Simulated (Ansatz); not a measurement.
**CHGeP (triplet): wave-function methods side by side, cc-pVDZ**

Aim: climb from Hartree-Fock through coupled cluster for CHGeP (triplet) at one geometry and basis, and see what each rung misses.

Method: cc-pVDZ, core rule «outside noble gas», up to 20 orbitals frozen; program: Ansatz 0.2.0, Gaussian basis.

The runs, in order: UHF; CCSD(T) on ROHF; CCSD(T) on UHF; BCCD(T) on ROHF; CISD as a restricted active space (open shells left free, so some higher excitations enter); CCSDT(Q) on ROHF; CCSDT(Q) on UHF.

4 further runs of the same task are left out: 4 set aside as unsound or not needed. Runs told in other sessions of the task aren't counted.

## Step 1: What is computed

The geometry is a PBE0/def2-TZVP stationary point (not a proven minimum) of the parent state, kept for this charge and spin. No spin-orbit coupling is included. The filled d shell of Ge may be among the frozen orbitals whatever the setting's name suggests.

4 atoms, charge 0, spin multiplicity 3.

Atoms are counted from 1 here; the program's logs count them from 0.

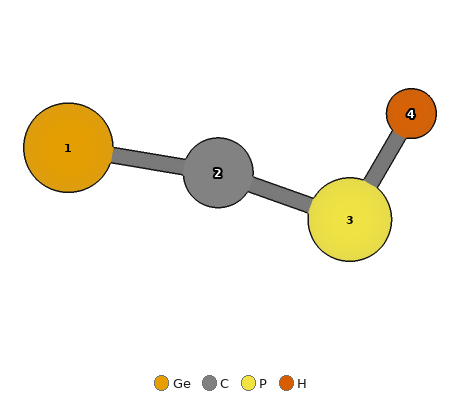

The structure; germanium amber, carbon grey, phosphorus yellow, hydrogen orange; atoms are numbered from 1 in the order of the file.

In the tables R marks a restricted open-shell determinant and U an unrestricted one; energies count from the table's Hartree-Fock row.

## Step 2: UHF

Contents of in.yaml:

```yaml
crystal:
  periodic: [false, false, false]
  atoms:
    - {symbol: Ge, position_ang: [0.000025, -0.311263, 2.256076]}
    - {symbol: C, position_ang: [-0.000208, -0.218751, 0.477203]}
    - {symbol: P, position_ang: [0.000039, -0.421831, -1.147945]}
    - {symbol: H, position_ang: [0.000144, 0.951846, -1.585334]}
basis:
  gaussian: {orbitals: cc-pVDZ}
magnetization: {spin_polarized: true, initial_magnetization: 2}
hamiltonian: {xc: hf}
output: {orbitals: {seedname: orbitals}}
```

The run is started by

```bash
ansatz run in.yaml --threads 1 --pin off --events-out ev --progress --plain --max-ram 4096MiB --backend cpu
```

Log:

```text
Functional definition: HF
  name "HF"
  cite "Fock, Z. Phys. 61, 126 (1930) doi:10.1007/BF01340294"
  parent pbe
  exchange = exact_x
  correlation = 0
697 factors; integrals over basis functions are off by at most 1.4e-3 eV
mean field evaluation 1: about -66785.8625 eV, gradient 1.5e1 eV
mean field evaluation 2: about -66785.8955 eV, gradient 1.5e1 eV
mean field evaluation 4: about -66787.7079 eV, gradient 2.8e0 eV
mean field evaluation 8: about -66788.0871 eV, gradient 3.1e-1 eV
mean field evaluation 16: about -66787.3071 eV, gradient 3.8e0 eV
mean field evaluation 32: about -66785.7661 eV, gradient 6.6e0 eV
mean field evaluation 64: about -66784.8016 eV, gradient 7.1e0 eV
mean field evaluation 96: about -66785.7072 eV, gradient 6.7e0 eV
mean field evaluation 128: about -66786.6909 eV, gradient 3.3e-1 eV
mean field evaluation 160: about -66786.6270 eV, gradient 2.3e-1 eV
mean field evaluation 192: about -66787.6795 eV, gradient 5.0e0 eV
mean field -66788.09422703 eV, -2454.4171922472 hartree, gradient 3.6e-5 eV, S^2 2.182574; 2 other end points of the search recorded, 0 dependent functions left out
reference -66788.09422703 eV, -2454.4171922472 hartree; 28, 26 occupied and 36, 38 virtual orbitals, 697 factors
Total energy: -66788.09422703 eV, -2454.4171922472 hartree
```

It took 4.5 s on 1 thread of AMD EPYC 7R13, shared host.

From the report: ⟨S²⟩ of the determinant 2.183 (pure triplet: 2.00).

## Step 3: CCSD(T) on ROHF

in.yaml: that of step 2 with these lines changed.

```diff
@@ -9,4 +9,3 @@
   gaussian: {orbitals: cc-pVDZ}
-magnetization: {spin_polarized: true, initial_magnetization: 2}
-hamiltonian: {xc: hf}
-output: {orbitals: {seedname: orbitals}}
+magnetization: {spin_polarized: false, initial_magnetization: 2}
+correlation: {method: ccsd_t, electrons: outside_noble_gas}
```

Launched as before.

Log, cut to the lines that bear on the results:

```text
Functional definition: HF
  name "HF"
  cite "Fock, Z. Phys. 61, 126 (1930) doi:10.1007/BF01340294"
  parent pbe
[...]
697 factors; integrals over basis functions are off by at most 1.4e-3 eV
[...]
mean field -66787.69495632 eV, -2454.4025193191 hartree, gradient 2.8e-6 eV, S^2 2.000000; 13 other end points of the search recorded, 0 dependent functions left out
[...]
determinant -66787.69495632 eV, -2454.4025193191 hartree, with singles and doubles -66796.72982867 eV, -2454.7345447541 hartree
determinant -66786.47692664 eV, -2454.3577575542 hartree, with singles and doubles -66795.16233158 eV, -2454.6769402983 hartree
determinant -66786.47020421 eV, -2454.3575105091 hartree, with singles and doubles -66795.21333898 eV, -2454.6788147857 hartree
determinant -66784.27616821 eV, -2454.2768811735 hartree, with singles and doubles -66793.70749726 eV, -2454.6234761231 hartree
20 core orbitals not correlated: weight in the atoms' cores, before any rotation towards them, 0.998 or more for the frozen orbitals, at most 0.001 for the correlated occupied ones
reference -66787.69495632 eV, -2454.4025193191 hartree; 8, 6 occupied and 36, 38 virtual orbitals, 697 factors
second order -7.90718726 eV of doubles, -0.11898313 eV of singles
cycle   1  -9.03371409 eV  change    1.2e-3 eV  update   4.6e-3
[...]
cycle  11  -9.03876087 eV  change   -1.3e-6 eV  update   7.7e-6
perturbative correction -0.44525935 eV, -0.0163629792 hartree
Total energy: -66797.17897654 eV, -2454.7510506338 hartree
```

It took 15 s on 1 thread of AMD EPYC 7R13, shared host.

From the report: correlation -9.4840 eV; T1 0.045; largest double amplitude 0.10.

## Step 4: CCSD(T) on UHF

in.yaml: that of step 3 with these lines changed.

```diff
@@ -9,3 +9,3 @@
   gaussian: {orbitals: cc-pVDZ}
-magnetization: {spin_polarized: false, initial_magnetization: 2}
+magnetization: {spin_polarized: true, initial_magnetization: 2}
 correlation: {method: ccsd_t, electrons: outside_noble_gas}
```

Launched as before.

Log, cut to the lines that bear on the results:

```text
Functional definition: HF
  name "HF"
  cite "Fock, Z. Phys. 61, 126 (1930) doi:10.1007/BF01340294"
  parent pbe
[...]
697 factors; integrals over basis functions are off by at most 1.4e-3 eV
[...]
mean field -66788.09422703 eV, -2454.4171922472 hartree, gradient 1.7e-6 eV, S^2 2.182574; 9 other end points of the search recorded, 0 dependent functions left out
20 core orbitals not correlated: weight in the atoms' cores, before any rotation towards them, 0.999 or more for the frozen orbitals, at most 0.001 for the correlated occupied ones
reference -66788.09422703 eV, -2454.4171922472 hartree; 8, 6 occupied and 36, 38 virtual orbitals, 697 factors
second order -7.38597620 eV of doubles, -0.00000000 eV of singles
cycle   1  -8.02242730 eV  change   -6.4e-1 eV  update   1.2e-1
[...]
cycle  16  -8.66030034 eV  change    3.5e-6 eV  update   7.6e-6
perturbative correction -0.41877225 eV, -0.0153895964 hartree
Total energy: -66797.17329962 eV, -2454.7508420109 hartree
```

Wall time 18 s (1 thread of AMD EPYC 7R13, shared host).

From the report: ⟨S²⟩ of the determinant 2.183 (pure triplet: 2.00); correlation -9.0791 eV; T1 0.048; largest double amplitude 0.09.

## Step 5: BCCD(T) on ROHF

in.yaml: that of step 4 with these lines changed.

```diff
@@ -9,3 +9,3 @@
   gaussian: {orbitals: cc-pVDZ}
-magnetization: {spin_polarized: true, initial_magnetization: 2}
-correlation: {method: ccsd_t, electrons: outside_noble_gas}
+magnetization: {spin_polarized: false, initial_magnetization: 2}
+correlation: {method: bccd_t, electrons: outside_noble_gas}
```

The command is unchanged.

Log, cut to the lines that bear on the results:

```text
Functional definition: HF
  name "HF"
  cite "Fock, Z. Phys. 61, 126 (1930) doi:10.1007/BF01340294"
  parent pbe
[...]
697 factors; integrals over basis functions are off by at most 1.4e-3 eV
[...]
mean field -66787.69495632 eV, -2454.4025193191 hartree, gradient 2.8e-6 eV, S^2 2.000000; 13 other end points of the search recorded, 0 dependent functions left out
[...]
determinant -66787.69495632 eV, -2454.4025193191 hartree, with singles and doubles -66796.72982867 eV, -2454.7345447541 hartree
determinant -66786.47692664 eV, -2454.3577575542 hartree, with singles and doubles -66795.16233158 eV, -2454.6769402983 hartree
determinant -66786.47020421 eV, -2454.3575105091 hartree, with singles and doubles -66795.21333898 eV, -2454.6788147857 hartree
determinant -66784.27616821 eV, -2454.2768811735 hartree, with singles and doubles -66793.70749726 eV, -2454.6234761231 hartree
20 core orbitals not correlated: weight in the atoms' cores, before any rotation towards them, 0.998 or more for the frozen orbitals, at most 0.001 for the correlated occupied ones
reference -66787.69495632 eV, -2454.4025193191 hartree; 8, 6 occupied and 36, 38 virtual orbitals, 697 factors
second order -7.90718726 eV of doubles, -0.11898313 eV of singles
cycle   1  -9.01119043 eV  change    2.4e-2 eV  update   2.4e-2
[...]
cycle  15  -9.00911844 eV  change    1.3e-5 eV  update   1.0e-5
perturbative correction -0.48075013 eV, -0.0176672414 hartree
Total energy: -66797.18482488 eV, -2454.7512655564 hartree
```

It took 15 s on 1 thread of AMD EPYC 7R13, shared host.

From the report: correlation -9.4899 eV; largest double amplitude 0.09.

## Step 6: CISD as a restricted active space (open shells left free, so some higher excitations enter)

in.yaml: that of step 5 with these lines changed.

```diff
@@ -10,2 +10,2 @@
 magnetization: {spin_polarized: false, initial_magnetization: 2}
-correlation: {method: bccd_t, electrons: outside_noble_gas}
+correlation: {active_space: {ras: {orbitals: [6, 2, 36], electrons: 14, max_holes: 2, max_particles: 2}, fixed_orbitals: true}}
```

Same command.

Log:

```text
Functional definition: HF
  name "HF"
  cite "Fock, Z. Phys. 61, 126 (1930) doi:10.1007/BF01340294"
  parent pbe
  exchange = exact_x
  correlation = 0
697 factors; integrals over basis functions are off by at most 1.4e-3 eV
mean field evaluation 1: about -66785.9876 eV, gradient 1.8e1 eV
mean field evaluation 2: about -66786.0189 eV, gradient 1.8e1 eV
mean field evaluation 4: about -66787.5172 eV, gradient 2.8e0 eV
mean field evaluation 8: about -66787.6760 eV, gradient 3.3e-1 eV
mean field evaluation 16: about -66787.6950 eV, gradient 1.5e-3 eV
mean field evaluation 32: about -66787.6939 eV, gradient 8.5e-2 eV
mean field evaluation 64: about -66787.6917 eV, gradient 2.8e-1 eV
mean field evaluation 96: about -66787.6950 eV, gradient 1.6e-4 eV
mean field -66787.69495632 eV, -2454.4025193191 hartree, gradient 2.8e-6 eV, S^2 2.000000; 10 other end points of the search recorded, 0 dependent functions left out
reference -66787.69495632 eV, -2454.4025193191 hartree; 28, 26 occupied and 36, 38 virtual orbitals, 697 factors
state -66795.63125120 eV, -2454.6941727765 hartree
Total energy: -66795.63125120 eV, -2454.6941727765 hartree
```

Run time: 9 s. Hardware: 1 thread of AMD EPYC 7R13, shared host.

From the report: 403,696 determinants.

## Step 7: CCSDT(Q) on ROHF

in.yaml: that of step 6 with these lines changed.

```diff
@@ -10,2 +10,2 @@
 magnetization: {spin_polarized: false, initial_magnetization: 2}
-correlation: {active_space: {ras: {orbitals: [6, 2, 36], electrons: 14, max_holes: 2, max_particles: 2}, fixed_orbitals: true}}
+correlation: {method: ccsdt_q, electrons: outside_noble_gas}
```

The run is started by

```bash
ansatz run in.yaml --threads 2 --pin off --events-out ev --progress --plain --max-ram 24576MiB --backend cuda --devices 0, --max-vram 18GiB
```

Log, cut to the lines that bear on the results:

```text
Functional definition: HF
  name "HF"
  cite "Fock, Z. Phys. 61, 126 (1930) doi:10.1007/BF01340294"
  parent pbe
[...]
1235 factors; integrals over basis functions are off by at most 1.8e-7 eV
[...]
mean field -66787.69509437 eV, -2454.4025243924 hartree, gradient 7.6e-6 eV, S^2 2.000000; 11 other end points of the search recorded, 0 dependent functions left out
[...]
determinant -66787.69509437 eV, -2454.4025243924 hartree, with singles and doubles -66796.72997215 eV, -2454.7345500267 hartree
determinant -66786.47706353 eV, -2454.3577625847 hartree, with singles and doubles -66795.16247734 eV, -2454.6769456550 hartree
determinant -66786.47034342 eV, -2454.3575156253 hartree, with singles and doubles -66795.21348864 eV, -2454.6788202856 hartree
determinant -66784.27631858 eV, -2454.2768866995 hartree, with singles and doubles -66793.70765138 eV, -2454.6234817871 hartree
20 core orbitals not correlated: weight in the atoms' cores, before any rotation towards them, 0.998 or more for the frozen orbitals, at most 0.001 for the correlated occupied ones
reference -66787.69509437 eV, -2454.4025243924 hartree; 8, 6 occupied and 36, 38 virtual orbitals, 1235 factors
second order -7.90721835 eV of doubles, -0.11898341 eV of singles
cycle   1  -8.51268383 eV  change   -4.8e-1 eV  update   1.3e-1
[...]
cycle  24  -9.53488740 eV  change   -1.2e-6 eV  update   1.4e-6
perturbative correction -0.04177036 eV, -0.0015350323 hartree
Total energy: -66797.27175213 eV, -2454.7544600738 hartree
```

Wall time 19 s (1 × H100 (card shared with other runs) with 2 threads of AMD EPYC 7R13, shared host); peak host memory 0.89 GiB.

From the report: correlation -9.5767 eV; T1 0.049; largest double amplitude 0.12.

## Step 8: CCSDT(Q) on UHF

in.yaml: that of step 7 with these lines changed.

```diff
@@ -9,3 +9,3 @@
   gaussian: {orbitals: cc-pVDZ}
-magnetization: {spin_polarized: false, initial_magnetization: 2}
+magnetization: {spin_polarized: true, initial_magnetization: 2}
 correlation: {method: ccsdt_q, electrons: outside_noble_gas}
```

Launched as before.

Log, cut to the lines that bear on the results:

```text
Functional definition: HF
  name "HF"
  cite "Fock, Z. Phys. 61, 126 (1930) doi:10.1007/BF01340294"
  parent pbe
[...]
1235 factors; integrals over basis functions are off by at most 1.8e-7 eV
[...]
mean field -66788.09436664 eV, -2454.4171973777 hartree, gradient 1.0e-5 eV, S^2 2.182575; 10 other end points of the search recorded, 0 dependent functions left out
determinant -66788.09436664 eV, -2454.4171973777 hartree, with singles and doubles -66796.74958821 eV, -2454.7352709035 hartree
determinant -66786.99341971 eV, -2454.3767383242 hartree, with singles and doubles -66795.19694313 eV, -2454.6782122494 hartree
20 core orbitals not correlated: weight in the atoms' cores, before any rotation towards them, 0.999 or more for the frozen orbitals, at most 0.001 for the correlated occupied ones
reference -66788.09436664 eV, -2454.4171973777 hartree; 8, 6 occupied and 36, 38 virtual orbitals, 1235 factors
second order -7.38600138 eV of doubles, -0.00000000 eV of singles
cycle   1  -8.02244058 eV  change   -6.4e-1 eV  update   1.3e-1
[...]
cycle  24  -9.14052039 eV  change    1.1e-7 eV  update   1.5e-6
perturbative correction -0.04413427 eV, -0.0016219044 hartree
Total energy: -66797.27902130 eV, -2454.7547272110 hartree
```

Run time: 10 s. Hardware: 1 × H100 (card shared with other runs) with 2 threads of AMD EPYC 7R13, shared host; peak host memory 0.87 GiB.

From the report: ⟨S²⟩ of the determinant 2.183 (pure triplet: 2.00); correlation -9.1847 eV; T1 0.053; largest double amplitude 0.11.

## Step 9: Misses and costs

The yardstick is RCCSDT(Q), where the cluster series has nearly closed. Rows without a time are mean-field rows or come out of runs for another level: lower rungs of the coupled-cluster runs, or the Hartree-Fock search.

Differences are taken before rounding.

```
   method  energy from the lowest ROHF (kJ/mol)  from RCCSDT(Q) (kJ/mol)        time
      ROHF                                  0.0                   +924.0            
      UHF                                -38.5                   +885.5            
     RMP2                               -774.4                   +149.6            
     UMP2                               -751.2                   +172.9            
    RCCSD                               -872.1                    +51.9            
    UCCSD                               -874.1                    +49.9            
 RCCSD(T)                               -915.1                     +9.0        15 s
 UCCSD(T)                               -914.5                     +9.5        18 s
  BCCD(T)                               -915.6                     +8.4        15 s
   RCCSDT                               -920.0                     +4.0            
   UCCSDT                               -920.5                     +3.6            
RCCSDT(Q)                               -924.0                        0  19 s (GPU)
UCCSDT(Q)                               -924.7                     -0.7  10 s (GPU)
```

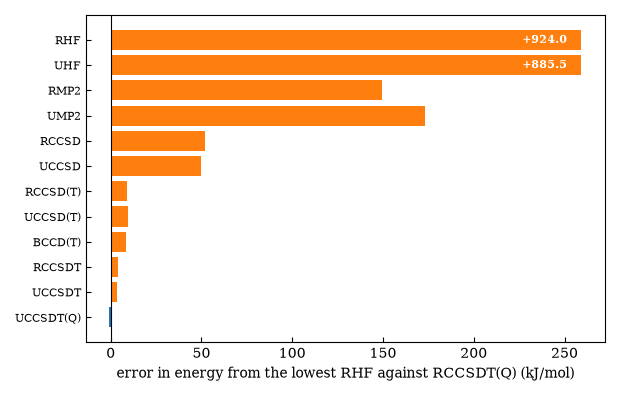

Error of each method against RCCSDT(Q). Bars with a number in them are cut short.

Some runs used a GPU and others CPU threads alone; cost is compared among the CPU runs only.

Not comparable, so not listed: CISD as a restricted active space (open shells left free, so some higher excitations enter) (they don't share determinant, frozen orbitals or solution with the rows shown, or repeat one).

## Step 10: Results

| quantity | value |
| --- | --- |
| RCCSDT(Q) from the ROHF energy | -9.5768 eV |
| RMP2 from RCCSDT(Q) | +149.6 kJ/mol |
| UMP2 from RCCSDT(Q) | +172.9 kJ/mol |
| RCCSD from RCCSDT(Q) | +51.9 kJ/mol |
| RCCSD(T) from RCCSDT(Q) | +9.0 kJ/mol |
| UCCSD(T) from RCCSDT(Q) | +9.5 kJ/mol |
| UCCSDT(Q) from RCCSDT(Q) | -0.7 kJ/mol |
| levels within 1 kcal/mol (43 meV) | RCCSDT, UCCSDT, UCCSDT(Q) |
| T1 diagnostic | 0.045 |

RCCSD(T) lands +9.0 kJ/mol from the yardstick (1.0 % of the correlation energy). These misses are within one basis, not against nature; the frozen cores of restricted and unrestricted runs differ, which can shift their rows.
